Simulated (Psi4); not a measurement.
# BHLYP/cc-pVTZ run of [BCl2]+ (SMILES Cl[B+]Cl)

What is the vertical singlet–triplet gap of [BCl2]+ at BHLYP/cc-pVTZ? 

The results are computed with Psi4 1.11.

1 further run of the same task is left out (set aside as unsound or not needed).

## Step 1: Starting point

[BCl2]+: 3 atoms, total charge +1, spin state singlet. SMILES: `Cl[B+]Cl`. Geometry: relaxed at PBE0-D4/def2-TZVP.

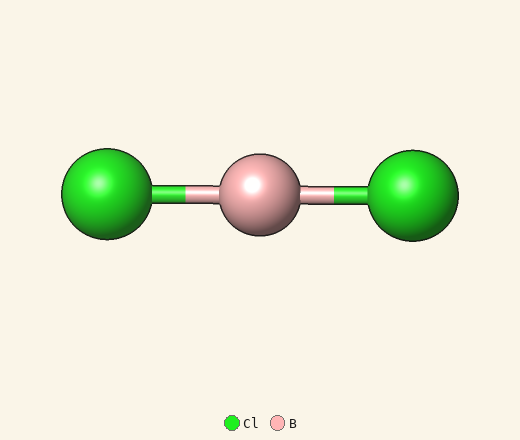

Viewed from a chosen angle; chlorine green, boron pink.

## Step 2: Energy and gradient at BHLYP/cc-pVTZ

Contents of bcl2.py:

```python
import psi4

psi4.set_memory('2200 MB')
psi4.set_num_threads(1)
psi4.core.set_output_file('bcl2.out', False)

mol = psi4.geometry("""
1 1
Cl    -2.39602155     1.48472002    -1.14385122
B      0.00001890     0.00003779     0.00000000
Cl     2.39600265    -1.48475782     1.14383233
units au
symmetry c1
""")

psi4.set_options({
    'basis': 'cc-pVTZ',
    'reference': 'rks',
    'puream': True,
    'e_convergence': 1e-09,
    'd_convergence': 1e-08,
    'scf_type': 'pk',
    'dft_radial_points': 99,
    'dft_spherical_points': 590,
})

e_tot, wfn = psi4.gradient('bhhlyp', return_wfn=True)
print('gradient / Eh bohr^-1')
print(e_tot.np.round(6))
print(f'energy = {wfn.energy():.10f} Eh')
```

On the command line:

```bash
$ python bcl2.py
```

bcl2.out, shortened:

```text
[...]
  Running in c1 symmetry.
[...]
  Nuclear repulsion =  103.386300939243597
[...]
  Multiplicity = 1
[...]
  Nalpha       = 19
  Nbeta        = 19
[...]
    Number of basis functions: 98
[...]
   @RKS iter   1:  -945.00816687984047    3.06990e-01   1.78112e-03 DIIS/ADIIS
[...]
   @RKS iter   9:  -945.01829749364038   -6.82121e-12   1.40844e-09 DIIS
[...]
    Orbital Energies [Eh]
    ---------------------
    Doubly Occupied:
       1A   -103.129907     2A   -103.129906     3A    -10.198851
       4A    -10.198844     5A     -7.848578     6A     -7.848574
       7A     -7.844603     8A     -7.844603     9A     -7.844602
      10A     -7.844602    11A     -7.508856    12A     -1.275962
      13A     -1.259493    14A     -0.852047    15A     -0.802812
      16A     -0.728128    17A     -0.728128    18A     -0.671355
      19A     -0.671355
[...]
  @RKS Final Energy:  -945.01829749364038
   => Energetics <=
    Nuclear Repulsion Energy =            103.3863009392435970
    One-Electron Energy =               -1498.2605803636743076
    Two-Electron Energy =                 480.7655932930059635
    DFT Exchange-Correlation Energy =     -30.9096113622155606
    Empirical Dispersion Energy =           0.0000000000000000
    VV10 Nonlocal Energy =                  0.0000000000000000
    Total Energy =                       -945.0182974936403753
[...]
 Multipole Moments:
 ------------------------------------------------------------------------------------
     Multipole            Electronic (a.u.)      Nuclear  (a.u.)        Total (a.u.)
 ------------------------------------------------------------------------------------
 L = 1.  Multiply by 2.5417464519 to convert [e a0] to [Debye]
 Dipole X            :          0.0000463           -0.0000192            0.0000271
 Dipole Y            :          0.0000080           -0.0000033            0.0000047
 Dipole Z            :         -0.0000051            0.0000005           -0.0000046
 Magnitude           :                                                    0.0000279
[...]
  -Total Gradient:
     Atom            X                  Y                   Z
    ------   -----------------  -----------------  -----------------
       1       -0.000001271225    -0.000000219884    -0.001643954717
       2        0.000002611167     0.000000451655    -0.000001387894
       3       -0.000001339505    -0.000000231695     0.001645342634
[...]
```

On the terminal:

```text
gradient / Eh bohr^-1
[[-1.000e-06 -0.000e+00 -1.644e-03]
 [ 3.000e-06  0.000e+00 -1.000e-06]
 [-1.000e-06 -0.000e+00  1.645e-03]]
energy = -945.0182974936 Eh
```

Wall time 33 s (1 thread of Intel Xeon 6975P-C (Granite Rapids), shared host); peak memory 0.99 GiB.

## Step 3: The triplet: the energy at UBHLYP/cc-pVTZ

Contents of run.py:

```python
import psi4

psi4.set_memory('2200 MB')
psi4.set_num_threads(1)
psi4.set_output_file('output.dat', False)

m = psi4.geometry("""
1 3
Cl    -1.267920     0.785680    -0.605300
B      0.000010     0.000020     0.000000
Cl     1.267910    -0.785700     0.605290
symmetry c1
no_reorient
no_com
""")

psi4.set_options({
    'basis': 'cc-pVTZ',
    'reference': 'uks',
    'puream': True,
    'e_convergence': 1e-09,
    'd_convergence': 1e-08,
    'scf_type': 'pk',
    'dft_radial_points': 99,
    'dft_spherical_points': 590,
    'maxiter': 100,
})

E, wfn = psi4.energy("BHHLYP", molecule=m, return_wfn=True)
psi4.oeprop(wfn, "DIPOLE", "QUADRUPOLE", "LOWDIN_CHARGES", title="BHHLYP")
print('E =', round(E, 9))
```

On the command line:

```bash
$ python run.py
```

output.dat, shortened:

```text
[...]
  Running in c1 symmetry.
[...]
  Nuclear repulsion =  103.386300936329633
[...]
  Multiplicity = 3
[...]
  Nalpha       = 20
  Nbeta        = 18
[...]
    Number of basis functions: 98
[...]
   @UKS iter   1:  -944.75541797009987    5.59739e-01   2.03790e-03 ADIIS/DIIS
[...]
   @UKS iter  14:  -944.77836747354240   -2.77396e-11   4.23411e-09 DIIS
[...]
   @S^2 Observed:                2.010803770E+00
[...]
  @UKS Final Energy:  -944.77836747354240
   => Energetics <=
    Nuclear Repulsion Energy =            103.3863009363296328
    One-Electron Energy =               -1497.5649509427239536
    Two-Electron Energy =                 480.3044156044820738
    DFT Exchange-Correlation Energy =     -30.9041330716302234
    Empirical Dispersion Energy =           0.0000000000000000
    VV10 Nonlocal Energy =                  0.0000000000000000
    Total Energy =                       -944.7783674735424029
[...]
 Multipole Moments:
 ------------------------------------------------------------------------------------
     Multipole            Electronic (a.u.)      Nuclear  (a.u.)        Total (a.u.)
 ------------------------------------------------------------------------------------
 L = 1.  Multiply by 2.5417464519 to convert [e a0] to [Debye]
 Dipole X            :          0.0002122           -0.0002268           -0.0000146
 Dipole Y            :          0.0004008           -0.0004535           -0.0000527
 Dipole Z            :          0.0003114           -0.0003213           -0.0000099
 Magnitude           :                                                    0.0000556
 L = 2.  Multiply by 1.3450342976 to convert [e a0^2] to [Debye ang]
 Quadrupole XX       :       -208.9032700          195.1897155          -13.7135545
 Quadrupole XY       :        117.1334956         -120.9533822           -3.8198865
[...]
```

The script printed:

```text
E = -944.778367474
```

Run time: 14 s. Hardware: 1 thread of Intel Xeon 6975P-C (Granite Rapids), shared host; peak memory 0.99 GiB.

## Step 4: Outcome

Level: BHLYP/cc-pVTZ.

```
                                        quantity          value
                           singlet: total energy  -945.01830 Eh
                            singlet: HOMO energy      -18.27 eV
                            singlet: LUMO energy       -7.13 eV
                          singlet: HOMO–LUMO gap       11.14 eV
               singlet: largest force on an atom     0.085 eV/Å
                           triplet: total energy  -944.77837 Eh
     triplet: HOMO energy (highest over α and β)      -11.81 eV
                                   triplet: ⟨S²⟩          2.011
vertical energy of the triplet above the singlet       6.529 eV
```

What this shows: At this shape the triplet lies 6.53 eV (630 kJ/mol) above the singlet.
